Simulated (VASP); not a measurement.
Band structure of In (bct). These are LDA (Ceperley-Alder, Perdew-Zunger) with spin-orbit coupling, VASP's LDA PAW potentials (set 64) (plane waves; VASP) values and carry that method's errors.

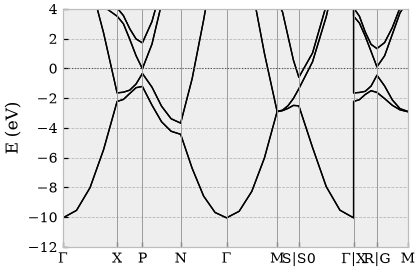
Fig. 1. Bands along high-symmetry lines, zero at the valence-band maximum or, without a gap, the Fermi level

**Question.** Read the plot: is there a gap, and where are the band edges?

**Answer.** It has no gap at this level: it comes out as a metal or semimetal.

The compound is In in the bct structure. It was relaxed first, which changed the volume by -6 %.
